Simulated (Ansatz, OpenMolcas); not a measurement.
A ladder of methods for AlHCl2 (SMILES [H][Al]([Cl])[Cl])

AlHCl2: 4 atoms, total charge 0, spin state singlet. As SMILES, `[H][Al]([Cl])[Cl]`. The shape comes from GFN2-xTB, which is rough for such elements, and wasn't checked as a minimum.

Each level gives the vertical ionisation energy (to the doublet cation) (eV). The values are calculated.

```tsv
level	kind	program	value (eV)	less FCI/STO-3G	CPU time (all runs)
BLYP/STO-3G	GGA	Ansatz	9.08	-0.32	6.5 s
B3LYP/STO-3G	global hybrid	Ansatz	9.69	+0.29	7.4 s
BHLYP/STO-3G	global hybrid	Ansatz	10.12	+0.72	5.3 s
r2SCAN0/STO-3G	hybrid meta-GGA	Ansatz	9.94	+0.54	14 s
wB97M-V/STO-3G	range-separated hybrid	Ansatz	10.09	+0.69	68 s
MP2/STO-3G	perturbation theory	Ansatz	9.75	+0.35	1.2 s
BCCD(T)/STO-3G	coupled cluster or CI	Ansatz	9.42	+0.02	1.7 s
CCSD/STO-3G	coupled cluster or CI	Ansatz	9.49	+0.09	1.5 s
FCI/STO-3G, open shells restricted	exact in the basis	OpenMolcas	9.40	0.00	4.7 min
```

FCI/STO-3G, open shells restricted is exact within its basis and frozen core, so for wave-function methods in that basis the difference is their error; functionals converge differently with the basis, so for them it is only a difference. The values span 9.08 to 10.12 eV. All rows use very small basis sets, so even the best lies far from the true value. CPU times are rough (shared hosts, several kinds of processor): they show what a rung costs within a factor of a few.

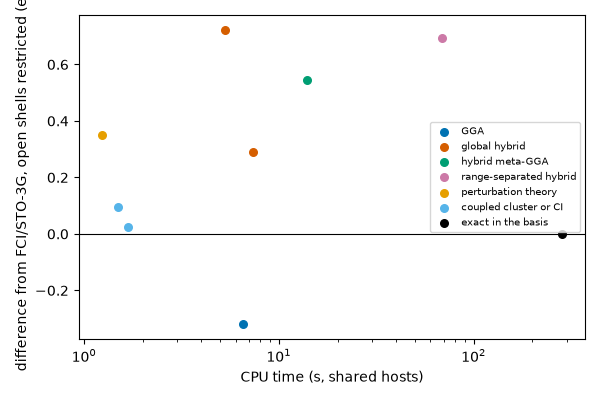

Difference from FCI/STO-3G, open shells restricted against processor time, one point a level.
